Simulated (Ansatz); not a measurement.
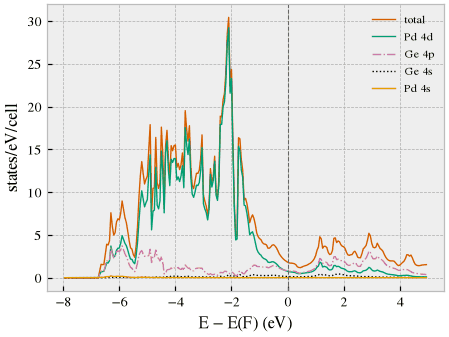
Figure. Total and projected density of states of GePd2 in space group P-62m (No. 189; Ge on 2c, Ge on 1b, Pd on 3g, Pd on 3f), DFT-r²SCAN in the program Ansatz with PAW potentials

**Question.** Which orbitals carry the states next to the Fermi level?

**Answer.** Within 0.5 eV of the Fermi level: Pd 4d 43 %, Ge 4p 42 %, Ge 4s 8 %, outside the projected shells 7 %. Projections are on Löwdin-orthogonalised atomic valence shells; empty p or d shells of many metals are not among them.

**Question.** Where is the tallest occupied peak in this window, and what makes it?

**Answer.** Near -2.1 eV, about 30 states/eV per cell; the largest projected share is Pd 4d.

The workflow started from a Materials Project entry (that database holds measured and hypothetical structures alike); the Crystallography Open Database copy checked does not list it. Whether it is the stable phase at ambient conditions was not checked. The r²SCAN relaxation kept the symmetry of its start; whether a distortion lowers the energy is not shown. No spin polarisation was allowed. Spin–orbit coupling is left out wherever it is not named.

Potentials: the later of the program's two PAW sets.
